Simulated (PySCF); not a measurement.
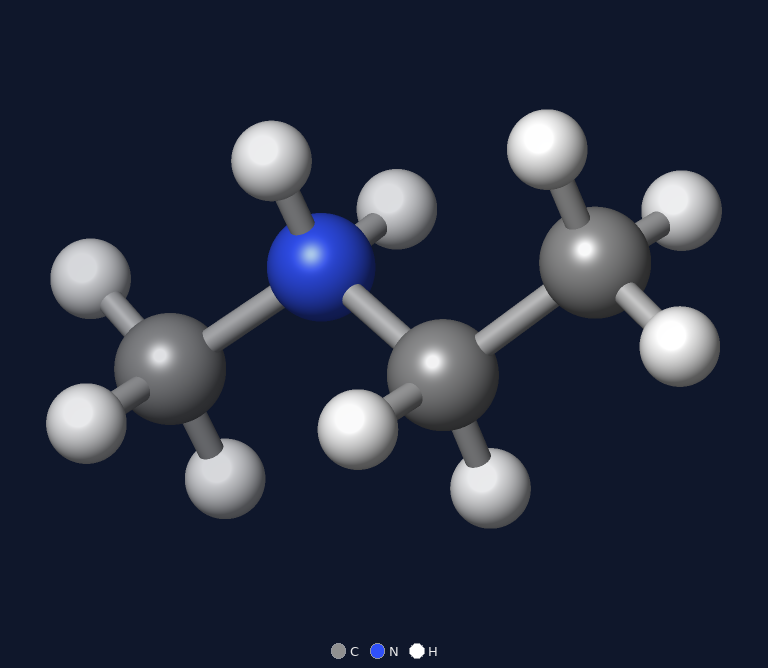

Charge +1, singlet. Computed geometry: PBE0-D3(BJ)/def2-SVP optimisation. No frequency run is at hand to confirm it as a minimum.

Give the structural formula.

SMILES: CC[NH2+]C

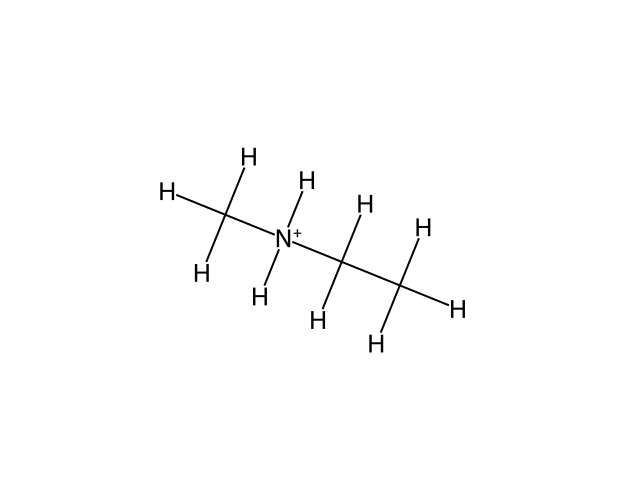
